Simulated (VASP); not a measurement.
# A VASP study of TiTe2 (PBEsol): structure first, properties next

What structure does TiTe2 take at this level, and what are its properties? The steps: rough relaxation of the start cell, relaxing cell and atoms (PBEsol), density, ELF and potential (PBEsol), bands along the symmetry lines (PBEsol), density of states (PBEsol), independent-particle dielectric function (PBEsol), volume scan with PBEsol, fit for PBEsol, total energy, forces and stress (PBEsol), changed input and self-consistent run (PBEsol), changed input. The cell is invented: it takes the structure of COD entry 1537865, TiS2 (space group 164 there), with some of its atoms replaced by other elements, volume scaled by an estimate. It may not be a known or stable phase.

Program: VASP 6.6.1. Level of theory: PBEsol, no spin polarisation; plane waves and PAW (Te, Ti_sv); invented cell. Results are calculated unless marked as measured.

## (1) The starting structure

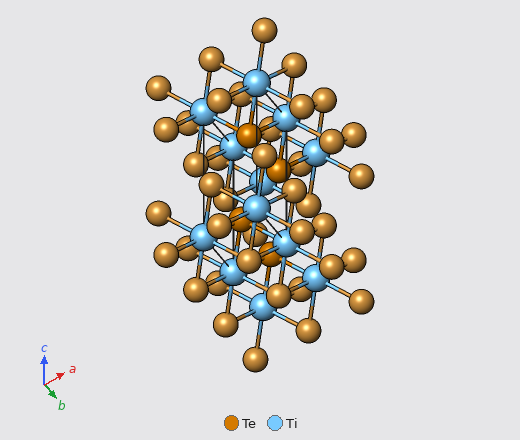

The cell as given, from a free direction (tellurium orange, titanium blue). 1×2×1 cells are drawn. Some periodic images of atoms are drawn too.

As a file:

```xyz
3
Lattice="3.7664 0.0000 0.0000 -1.8832 3.2618 0.0000 0.0000 0.0000 6.2865" Properties=species:S:1:pos:R:3 pbc="T T T"
Te    0.0000    2.1745    1.5716
Te    1.8832    1.0873    4.7149
Ti    0.0000    0.0000    0.0000
```

## (2) Rough relaxation of the start cell

The start is only an estimate, so a cheap relaxation brings it near a minimum before any careful run. PBEsol restores the gradient expansion of exchange and is tuned for the cells of solids.

Contents of INCAR:

```
SYSTEM = TiTe2
PREC = Normal
ENCUT = 400
EDIFF = 1E-05
NELM = 60
ISMEAR = -1
SIGMA = 0.05
LREAL = .FALSE.
ALGO = Fast
GGA = PS
NBANDS = 18
LORBIT = 11
LWAVE = .FALSE.
LCHARG = .FALSE.
IBRION = 2
NSW = 40
ISIF = 3
EDIFFG = -0.04
```

Contents of POSCAR:

```
TiTe2
1.0
    3.7663890000      0.0000000000      0.0000000000
   -1.8831950000      3.2617890000      0.0000000000
    0.0000000000      0.0000000000      6.2865150000
Te Ti
2 1
Direct
    0.3333333300      0.6666666700      0.2500000000
    0.6666666700      0.3333333300      0.7500000000
    0.0000000000      0.0000000000      0.0000000000
```

Contents of KPOINTS:

```
Automatic mesh
0
Gamma
5 5 3
0 0 0
```

Potentials, in the order of the species: Te and Ti_sv (PBE family, release 64).

Run with:

```
$ mpirun -np 1 vasp_std
```

Log:

```text
[banner, memory and clock lines left out]
running    1 mpi-ranks, on    1 nodes
 distrk:  each k-point on    1 cores,    1 groups
 distr:  one band on    1 cores,    1 groups

 POSCAR found type information on POSCAR TeTi
 POSCAR found :  2 types and       3 ions
|                                                                             |
|               ----> ADVICE to this user running VASP <----                  |
|                                                                             |
|     You enforced a specific xc type in the INCAR file but a different       |
|     [... a line on the potential file left out ...]
|     I HOPE YOU KNOW WHAT YOU ARE DOING!                                     |
|                                                                             |

 LDA part: xc-table for (Slater+PW92), standard interpolation
 POSCAR, INCAR and KPOINTS ok, starting setup
 FFT: planning ... GRIDC
 FFT: planning ... GRID_SOFT
 FFT: planning ... GRID
 WAVECAR not read
 entering main loop
       N       E                     dE             d eps       ncg     rms          rms(c)
DAV:   1     0.160744586932E+03    0.16074E+03   -0.94953E+03   432   0.103E+03
DAV:   2    -0.562791118767E+01   -0.16637E+03   -0.16258E+03   476   0.283E+02
DAV:   3    -0.190027040908E+02   -0.13375E+02   -0.13214E+02   704   0.804E+01
DAV:   4    -0.194149582656E+02   -0.41225E+00   -0.41042E+00   542   0.128E+01
DAV:   5    -0.194278238653E+02   -0.12866E-01   -0.12861E-01   680   0.217E+00    0.128E+01
RMM:   6    -0.188384582299E+02    0.58937E+00   -0.13613E+01   508   0.290E+01    0.823E+00
RMM:   7    -0.174472735417E+02    0.13912E+01   -0.18784E+00   504   0.139E+01    0.450E+00
RMM:   8    -0.174132074123E+02    0.34066E-01   -0.88241E-01   512   0.670E+00    0.176E+00
RMM:   9    -0.173776205918E+02    0.35587E-01   -0.20830E-01   515   0.453E+00    0.752E-01
RMM:  10    -0.173712739996E+02    0.63466E-02   -0.55226E-02   584   0.156E+00    0.278E-01
RMM:  11    -0.173748129862E+02   -0.35390E-02   -0.34350E-02   604   0.959E-01    0.193E-01
RMM:  12    -0.173765971376E+02   -0.17842E-02   -0.17292E-02   619   0.668E-01    0.564E-02
RMM:  13    -0.173777333925E+02   -0.11363E-02   -0.11305E-02   607   0.468E-01    0.781E-02
RMM:  14    -0.173783925615E+02   -0.65917E-03   -0.65014E-03   558   0.346E-01    0.173E-01
RMM:  15    -0.173787662722E+02   -0.37371E-03   -0.41406E-03   546   0.278E-01    0.128E-01
RMM:  16    -0.173789892687E+02   -0.22300E-03   -0.24664E-03   520   0.214E-01    0.121E-01
RMM:  17    -0.173791446562E+02   -0.15539E-03   -0.16787E-03   506   0.167E-01    0.124E-01
RMM:  18    -0.173792484666E+02   -0.10381E-03   -0.10377E-03   477   0.128E-01    0.154E-01
RMM:  19    -0.173792840462E+02   -0.35580E-04   -0.64513E-04   489   0.117E-01    0.111E-01
RMM:  20    -0.173793140103E+02   -0.29964E-04   -0.48608E-04   481   0.104E-01    0.656E-02
RMM:  21    -0.173793343942E+02   -0.20384E-04   -0.26357E-04   454   0.759E-02    0.506E-02
RMM:  22    -0.173793523419E+02   -0.17948E-04   -0.19653E-04   394   0.572E-02    0.546E-02
RMM:  23    -0.173793629675E+02   -0.10626E-04   -0.13260E-04   396   0.514E-02    0.522E-02
RMM:  24    -0.173793692747E+02   -0.63072E-05   -0.10295E-04   437   0.526E-02    0.234E-02
RMM:  25    -0.173793736135E+02   -0.43389E-05   -0.61788E-05   427   0.504E-02
   1 F= -.17379374E+02 E0= -.17372246E+02  d E =-.173794E+02
 curvature:   0.00 expect dE= 0.000E+00 dE for cont linesearch  0.000E+00
 trial: gam= 0.00000 g(F)=  0.132E+00 g(S)=  0.180E+00 ort = 0.000E+00 (trialstep = 0.100E+01)
 search vector abs. value=  0.312E+00
 bond charge predicted
       N       E                     dE             d eps       ncg     rms          rms(c)
DAV:   1    -0.194850296863E+02   -0.21057E+01   -0.38258E+01   538   0.693E+01    0.148E+01
RMM:   2    -0.229248834826E+02   -0.34399E+01   -0.13123E+01   531   0.353E+01    0.107E+01
RMM:   3    -0.178119978977E+02    0.51129E+01   -0.25055E+00   501   0.164E+01    0.408E+00
RMM:   4    -0.183506166894E+02   -0.53862E+00   -0.38949E+00   485   0.131E+01    0.787E+00
RMM:   5    -0.174264750808E+02    0.92414E+00   -0.13091E+00   533   0.112E+01    0.173E+00
RMM:   6    -0.174617334078E+02   -0.35258E-01   -0.30619E-01   561   0.287E+00    0.196E+00
RMM:   7    -0.174730925102E+02   -0.11359E-01   -0.95929E-02   615   0.163E+00    0.219E+00
RMM:   8    -0.174424278888E+02    0.30665E-01   -0.43918E-02   565   0.158E+00    0.166E+00
RMM:   9    -0.174372192821E+02    0.52086E-02   -0.76616E-02   538   0.168E+00    0.113E+00
RMM:  10    -0.174372076520E+02    0.11630E-04   -0.21580E-02   551   0.679E-01    0.106E+00
RMM:  11    -0.174388518239E+02   -0.16442E-02   -0.93487E-03   556   0.465E-01    0.108E+00
RMM:  12    -0.174393361440E+02   -0.48432E-03   -0.53208E-03   563   0.339E-01    0.108E+00
RMM:  13    -0.174389755219E+02    0.36062E-03   -0.26081E-03   571   0.237E-01    0.103E+00
RMM:  14    -0.174386453405E+02    0.33018E-03   -0.14200E-03   553   0.191E-01    0.965E-01
RMM:  15    -0.174385566698E+02    0.88671E-04   -0.91293E-04   492   0.134E-01    0.940E-01
RMM:  16    -0.174380303419E+02    0.52633E-03   -0.81827E-04   496   0.183E-01    0.757E-01
RMM:  17    -0.174376000760E+02    0.43027E-03   -0.50111E-04   498   0.147E-01    0.623E-01
RMM:  18    -0.174369443510E+02    0.65573E-03   -0.10754E-03   585   0.285E-01    0.304E-01
RMM:  19    -0.174367511773E+02    0.19317E-03   -0.69642E-04   568   0.222E-01    0.678E-02
RMM:  20    -0.174367608931E+02   -0.97158E-05   -0.14094E-04   463   0.736E-02    0.394E-02
RMM:  21    -0.174367631409E+02   -0.22478E-05   -0.93047E-05   422   0.485E-02
   2 F= -.17436763E+02 E0= -.17430238E+02  d E =-.573895E-01
[... from here on, the cycles between the ionic steps are left out ...]
   3 F= -.17471939E+02 E0= -.17464991E+02  d E =-.925652E-01
   4 F= -.17499195E+02 E0= -.17492434E+02  d E =-.272564E-01
   5 F= -.17503643E+02 E0= -.17496517E+02  d E =-.317046E-01
   6 F= -.17505197E+02 E0= -.17498343E+02  d E =-.332584E-01
   7 F= -.17505130E+02 E0= -.17498334E+02  d E =-.331913E-01
   8 F= -.17505225E+02 E0= -.17498393E+02  d E =-.332857E-01
[...]
WARNING in EDDRMM: call to ZHEGV failed, returncode =   6  3      5
   9 F= -.17505236E+02 E0= -.17498384E+02  d E =-.332973E-01
  10 F= -.17508212E+02 E0= -.17501304E+02  d E =-.297573E-02
  11 F= -.17508752E+02 E0= -.17501801E+02  d E =-.351615E-02
  12 F= -.17509520E+02 E0= -.17502588E+02  d E =-.428395E-02
  13 F= -.17509433E+02 E0= -.17502518E+02  d E =-.419695E-02
  14 F= -.17511012E+02 E0= -.17504121E+02  d E =-.157845E-02
  15 F= -.17514162E+02 E0= -.17507364E+02  d E =-.472886E-02
  16 F= -.17513186E+02 E0= -.17506601E+02  d E =-.375281E-02
  17 F= -.17514950E+02 E0= -.17508243E+02  d E =-.551733E-02
  18 F= -.17515366E+02 E0= -.17508644E+02  d E =-.415086E-03
 ZBRENT: can't locate minimum, use default step
 trial-energy change:   -0.000415  1 .order   -0.000430   -0.000471   -0.000389
 step:   1.7639(harm=  2.5342)  dis= 0.01310  next Energy=   -17.516303 (dE=-0.135E-02)
 bond charge predicted
       N       E                     dE             d eps       ncg     rms          rms(c)
DAV:   1    -0.175329816126E+02   -0.17619E-01   -0.40323E-01   564   0.639E+00    0.116E+00
RMM:   2    -0.175456638682E+02   -0.12682E-01   -0.97856E-02   505   0.301E+00    0.117E+00
RMM:   3    -0.175161283310E+02    0.29536E-01   -0.24299E-02   495   0.152E+00    0.278E-01
RMM:   4    -0.175151302481E+02    0.99808E-03   -0.73638E-03   527   0.668E-01    0.964E-02
RMM:   5    -0.175154047279E+02   -0.27448E-03   -0.24014E-03   571   0.303E-01    0.652E-02
RMM:   6    -0.175155624615E+02   -0.15773E-03   -0.10715E-03   575   0.175E-01    0.548E-02
RMM:   7    -0.175156808931E+02   -0.11843E-03   -0.68252E-04   547   0.169E-01    0.429E-02
RMM:   8    -0.175157091693E+02   -0.28276E-04   -0.44468E-04   514   0.119E-01    0.170E-02
RMM:   9    -0.175157340668E+02   -0.24897E-04   -0.23643E-04   427   0.694E-02    0.249E-02
RMM:  10    -0.175157487618E+02   -0.14695E-04   -0.13666E-04   408   0.510E-02    0.347E-02
RMM:  11    -0.175157566632E+02   -0.79014E-05   -0.81959E-05   375   0.391E-02
  19 F= -.17515757E+02 E0= -.17509016E+02  d E =-.806205E-03
 curvature:  -3.16 expect dE=-0.686E-03 dE for cont linesearch -0.171E-04
 trial: gam=-0.19306 g(F)=  0.928E-06 g(S)=  0.216E-03 ort = 0.129E-03 (trialstep = 0.706E+00)
 search vector abs. value=  0.282E-03
 reached required accuracy - stopping structural energy minimisation
```

Run time: 41 s. Hardware: 1 MPI rank of Intel Xeon 6975P-C (Granite Rapids), shared host; peak memory 0.13 GiB.

The logs omit lines about the potential files and the build; timing stands in the text.

OUTCAR, selected parts (step 2):

```text
ion  position               nearest neighbor table
   1  0.333  0.667  0.250-   3 2.68   3 2.68   3 2.68
   2  0.667  0.333  0.750-   3 2.68   3 2.68   3 2.68
   3  0.000  0.000  0.000-   2 2.68   1 2.68   2 2.68   1 2.68   2 2.68   1 2.68

  LATTYP: Found a hexagonal cell.
 ALAT       =     3.7663890000
 C/A-ratio  =     1.6691093246

 Subroutine GETGRP returns: Found 12 space group operations
 (whereof 12 operations were pure point group operations)

The static configuration has the point symmetry D_3d.

 Found     12 irreducible k-points:

   k-points           NKPTS =     12   k-points in BZ     NKDIM =     12   number of bands    NBANDS=     18

   dimension x,y,z NGX =    18 NGY =   18 NGZ =   32
   dimension x,y,z NGXF=    36 NGYF=   36 NGZF=   64

   ENCUT  =  400.0 eV  29.40 Ry    5.42 a.u.   6.14  6.14 10.25*2*pi/ulx,y,z

   NELECT =      24.0000    total number of electrons

 k-points in reciprocal lattice and weights: Automatic mesh
   0.00000000  0.00000000  0.00000000       0.013
   0.20000000  0.00000000  0.00000000       0.080
   0.40000000  0.00000000  0.00000000       0.080
   0.20000000  0.20000000  0.00000000       0.080
   0.40000000  0.20000000  0.00000000       0.080
   0.00000000  0.00000000  0.33333333       0.027
   0.20000000  0.00000000  0.33333333       0.080
   0.00000000  0.20000000  0.33333333       0.080
   0.40000000  0.00000000  0.33333333       0.080
   0.00000000  0.40000000  0.33333333       0.080
   0.20000000  0.20000000  0.33333333       0.160
   0.40000000  0.20000000  0.33333333       0.160

 average (electrostatic) potential at core
       1 -86.6328       2 -86.6328       3 -73.8345

 E-fermi :   7.2808

 k-point     1 :       0.0000    0.0000    0.0000
  band No.  band energies     occupation
    ...
      5      -5.3792      2.00000
      6      -3.6628      2.00000
      7       1.7831      2.00000
      8       5.6449      2.00000
      9       5.6449      2.00000
     10       7.6155      0.00247
     11       7.7466      0.00018
     12       7.7466      0.00018
     13       8.1381      0.00000
     14       8.5531      0.00000
    ...

 k-point     2 :       0.2000    0.0000    0.0000
  band No.  band energies     occupation
    ...
      8       4.6333      2.00000
      9       5.5946      2.00000
     10       5.6858      2.00000
     11       6.9073      1.99886
     12       7.2224      1.52577
     13       7.5654      0.00673
     14       8.4789      0.00000
     15       8.6825      0.00000
     16      10.3568      0.00000
     17      10.5837      0.00000
    ...

 k-point     3 :       0.4000    0.0000    0.0000
  band No.  band energies     occupation
    ...
      8       3.6310      2.00000
      9       3.8854      2.00000
     10       5.4379      2.00000
     11       5.6105      2.00000
     12       6.2125      2.00000
     13       7.3503      0.39936
     14       8.5712      0.00000
     15       8.8564      0.00000
     16      10.0498      0.00000
     17      10.8698      0.00000
    ...

  Total       -0.0759087     -0.0759087      0.0436907      0.0000000      0.0000000     -0.0000000
  in kB       -1.5969070     -1.5969074      0.9191301      0.0000002      0.0000000     -0.0000000
  external PRESSURE =      -0.7582281 kB  Pullay stress =       0.0000000 kB

  energy-cutoff  :      400.00
  volume of cell :       76.16
      direct lattice vectors                 reciprocal lattice vectors
     3.722074344  0.000000007 -0.000000000     0.268667390  0.155115210  0.000000000
    -1.861037660  3.223411362  0.000000000    -0.000000001  0.310230339 -0.000000000
    -0.000000000  0.000000000  6.347778994     0.000000000 -0.000000000  0.157535415

 POSITION                                       TOTAL-FORCE (eV/Angst)
 -----------------------------------------------------------------------------------
     -0.00000      2.14894      1.70033        -0.000000      0.000000      0.003102
      1.86104      1.07447      4.64745         0.000000     -0.000000     -0.003102
      0.00000      0.00000      0.00000        -0.000000      0.000000      0.000000
 -----------------------------------------------------------------------------------
    total drift:                                0.000000      0.000000     -0.000000

  FREE ENERGIE OF THE ION-ELECTRON SYSTEM (eV)
  ---------------------------------------------------
  free  energy   TOTEN  =       -17.5157566632 eV

  energy  without entropy=      -17.5022761715  energy(sigma->0) =      -17.50901642

 reached required accuracy - stopping structural energy minimisation

 total charge
# of ion       s       p       d       tot
------------------------------------------
    1        1.382   1.998   0.043   3.423
    2        1.382   1.998   0.043   3.423
    3        2.167   6.132   1.910  10.209
--------------------------------------------------
tot          4.931  10.128   1.995  17.055

[... 3 further parts left out ...]
```

CONTCAR:

```
TiTe2
   1.00000000000000
     3.7220743439763018    0.0000000074203847   -0.0000000000000000
    -1.8610376596789979    3.2234113617213636    0.0000000000000000
    -0.0000000000000000    0.0000000000000001    6.3477789939820068
  Te              Ti
     2     1
Direct
     0.3333333300000021    0.6666666699999979    0.2678617530617453
     0.6666666699999979    0.3333333300000021    0.7321382469382548
     0.0000000000000000    0.0000000000000000    0.0000000000000000
```

This run has no spin polarisation, although Ti can carry a moment. The k-mesh is coarse for a metal. The bonds form layers, held to each other by dispersion, which PBEsol lacks, so the spacing between them is unreliable. LASPH is off, so gradient terms of the non-spherical density inside the spheres are left out; for open d or f shells this can shift gaps and moments. This relaxation is a rough one on cheap settings, only to bring the start near its minimum. The PAW data sets were made with PBE, which is usual practice but a small mismatch for other functionals. The run keeps the 12 symmetry operations of its start, so it cannot find a distortion of lower symmetry.

Relaxation path:

| step | energy less that of the first step (eV) | largest force (eV/Å) | pressure (GPa) | volume (Å³) |
| --- | --- | --- | --- | --- |
| 1 | 0.0000 | 1.1696 | 3.46 | 77.23 |
| 2 | -0.0574 | 0.2471 | -3.88 | 83.59 |
| 3 | -0.0926 | 0.2466 | -1.35 | 81.07 |
| 4 | -0.1198 | 0.1569 | -0.88 | 79.46 |
| 5 | -0.1243 | 0.0529 | -0.13 | 77.72 |
| 6 | -0.1258 | 0.0805 | -0.12 | 78.22 |
| 7 | -0.1258 | 0.0944 | -0.31 | 78.46 |
| 8 | -0.1259 | 0.0905 | -0.34 | 78.36 |
| 9 | -0.1259 | 0.0862 | -0.30 | 78.29 |
| 10 | -0.1288 | 0.1382 | 0.00 | 77.63 |
| 11 | -0.1294 | 0.2544 | 0.89 | 76.15 |
| 12 | -0.1301 | 0.2216 | 0.92 | 76.55 |
| 13 | -0.1301 | 0.1804 | 0.58 | 77.09 |
| 14 | -0.1316 | 0.1603 | 0.34 | 77.07 |
| 15 | -0.1348 | 0.0922 | 0.00 | 77.00 |
| 16 | -0.1338 | 0.0436 | -0.61 | 76.85 |
| 17 | -0.1356 | 0.0403 | -0.23 | 76.94 |
| 18 | -0.1360 | 0.0319 | -0.20 | 76.75 |
| 19 | -0.1364 | 0.0031 | -0.08 | 76.16 |

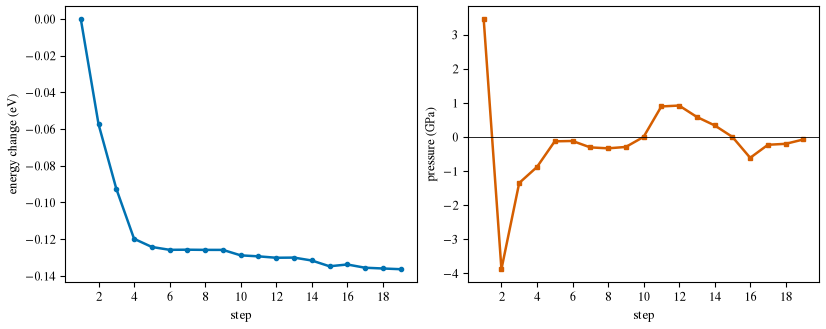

Energy and pressure along the relaxation.

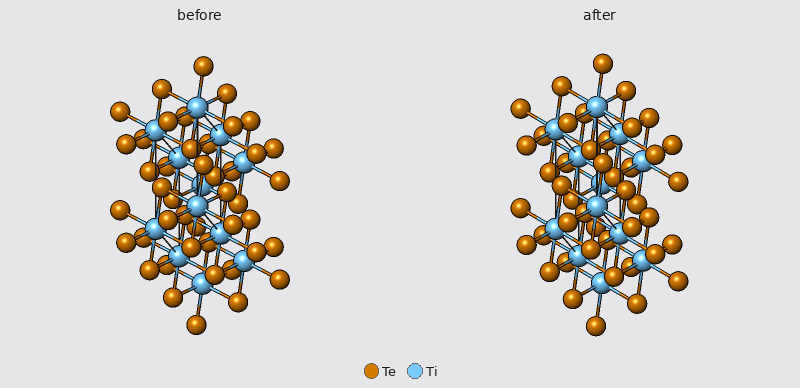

Before and after, at one scale.

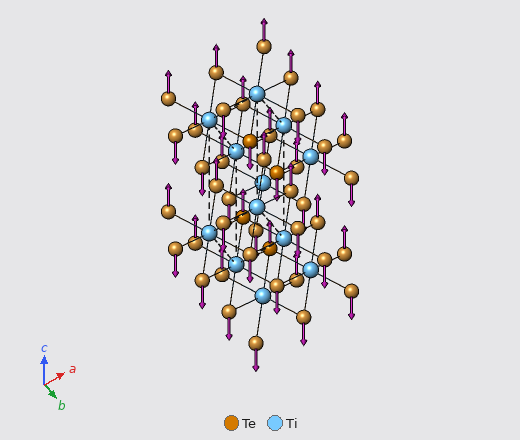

Displacements in the relaxation, exaggerated, measured against the changing cell; the longest in the cell stands for 0.11 Å. 1×2×1 cells are drawn. Some periodic images of atoms are drawn too.

| conventional cell, symmetrised | before | after | change |
| --- | --- | --- | --- |
| a (Å) | 3.766 | 3.722 | -1.2 % |
| b (Å) | 3.766 | 3.722 | -1.2 % |
| c (Å) | 6.287 | 6.348 | +1.0 % |
| volume (Å³/atom) | 25.74 | 25.39 | -1.4 % |

The atoms that moved most (Å, as changes of fractional coordinates times the final cell):

| atom | dx | dy | dz | length |
| --- | --- | --- | --- | --- |
| Te1 | 0.000 | 0.000 | 0.113 | 0.113 |
| Te2 | 0.000 | 0.000 | -0.113 | 0.113 |

The relaxed structure:

```cif
data_structure
_symmetry_space_group_name_H-M 'P 1'
_symmetry_Int_Tables_number 1
_cell_length_a 3.7221
_cell_length_b 3.7221
_cell_length_c 6.3478
_cell_angle_alpha 90.000
_cell_angle_beta 90.000
_cell_angle_gamma 120.000
_cell_volume 76.16
loop_
_atom_site_label
_atom_site_type_symbol
_atom_site_fract_x
_atom_site_fract_y
_atom_site_fract_z
_atom_site_occupancy
Te1 Te 0.33333 0.66667 0.26786 1
Te2 Te 0.66667 0.33333 0.73214 1
Ti3 Ti 0.00000 0.00000 0.00000 1
```

This step gave:

- electrons: 24
- bands: 18
- irreducible k-points: 12
- symmetry operations: 12
- free energy (TOTEN): -17.52 eV
- energy at zero smearing: -17.51 eV
- Fermi energy: 7.281 eV
- pressure: -0.07582 GPa
- metallic: yes
- SCF cycles over all ionic steps: 220

It ends with a largest force of 0.003 eV/Å and a pressure of -0.08 GPa.

[end of part 1 of 5]

[Lines on the potential files, build, host, timing and source positions are cut from VASP's logs without a mark.]

[Logs are printed without paths, hosts, clocks, repeated set-up lines and the standing remarks that a program may print on its own settings, such as how far it seeks lower states.]

[Hosts, paths, dates, database ids (printed as entryN), source tags and the programs' standing remarks are cut or masked in the printed files.]

[A measured line is paired with the nearest computed mode of its activity, which favours agreement.]

[In band tables of VASP the shares of atoms and orbitals are scaled to a sum of 1 inside the atoms' spheres.]
